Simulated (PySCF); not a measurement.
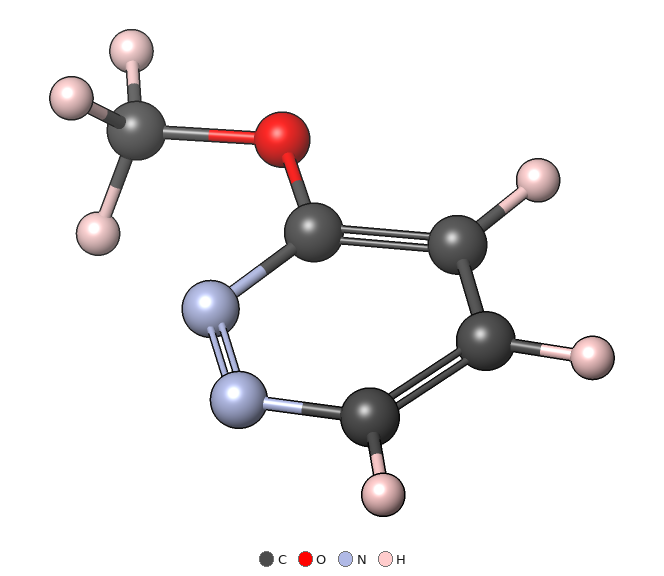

Ball-and-stick drawing of a structure. Multiple sticks mark multiple bonds (one Kekulé form).

The computed structure is the end point of a GFN2-xTB optimisation. No frequency run is at hand to confirm it as a minimum.

Identify the structure.

Formula C5H6N2O. Its SMILES string is `COc1cccnn1`. Independent rings (smallest set): 1 of 6 members, 1 of them aromatic. Among its groups: ether. The point group is Cs. Coordination: 1 C tetrahedral; 1 O bent; 4 C trigonal planar; 2 N bent.

More results for the same structure follow; atom numbers are the same in all pictures, views and colours differ.

Geometry

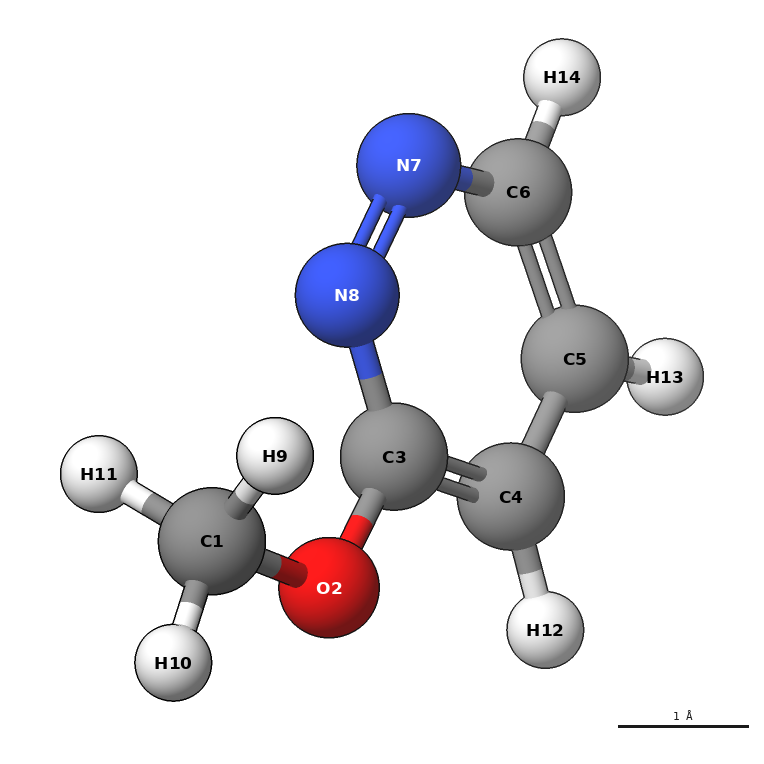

Numbered structure. No frequency run is at hand to confirm it as a minimum.

Estimate the angles O2–C1–H9, O2–C1–H10, O2–C3–C4, O2–C3–N8, C3–C4–C5, C3–C4–H12, C3–N8–N7, C5–C4–H12, C5–C6–N7, C5–C6–H14, C6–N7–N8, N7–C6–H14.

```csv
angle,degrees
O2–C1–H9,110.6
O2–C1–H10,105.8
O2–C3–C4,118.2
O2–C3–N8,119.4
C3–C4–C5,116.6
C3–C4–H12,119.8
C3–N8–N7,120.4
C5–C4–H12,123.6
C5–C6–N7,122.7
C5–C6–H14,121.8
C6–N7–N8,120.7
N7–C6–H14,115.5
```

Ring current

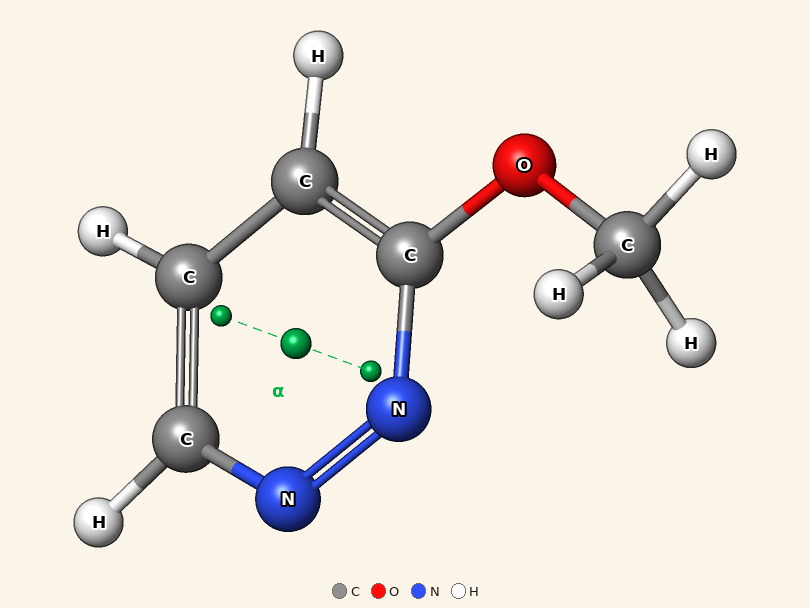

The small points mark where nucleus-independent chemical shifts (NICS) were computed: at the centre of each lettered ring and 1 Å above and below it. No frequency run is at hand to confirm it as a minimum. Properties computed with GIAO PBE0/pcSseg-1 NMR shielding, non-relativistic, gas phase (PySCF 2.14.0).

Give NICS(0), NICS(1) and the out-of-plane component NICS(1)zz for each ring (means of the two sides).

```tsv
ring	members	NICS(0)	NICS(1)	NICS(1)zz
α	C4N2	−5.7	−10.6	−25.6
```

Values in ppm.

**What do the values say about the ring currents?**

Ring α: diatropic, as in an aromatic ring. NICS is one index among several.

Electronic properties

No frequency run is at hand to confirm it as a minimum. Level of theory: PBE0/def2-SVPD, gas phase (PySCF 2.14.0). Excitations: vertical, linear response.

**Give the lowest vertical singlet excitation at this level.**

3.55 eV.

**What is the brightest of the 6 lowest singlets?**

6.16 eV.

**Estimate the mean static polarisability.**

74.9 bohr³.

**Give the HOMO energy (Kohn–Sham orbital) at this level.**

−6.65 eV.

Dipole moment

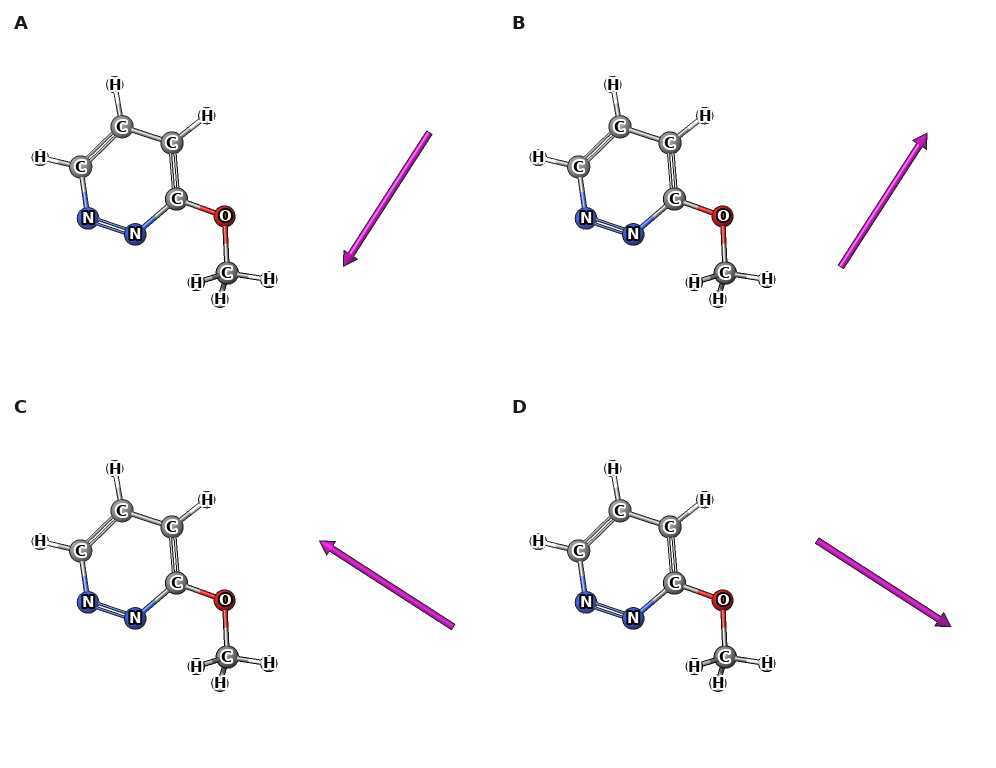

The same molecule four times, each with an arrow. No frequency run is at hand to confirm it as a minimum. Properties computed with PBE0/pcSseg-1, gas phase (PySCF 2.14.0).

**Which arrow points along the dipole moment, from the negative to the positive end?**

B. The dipole moment is 2.57 D.
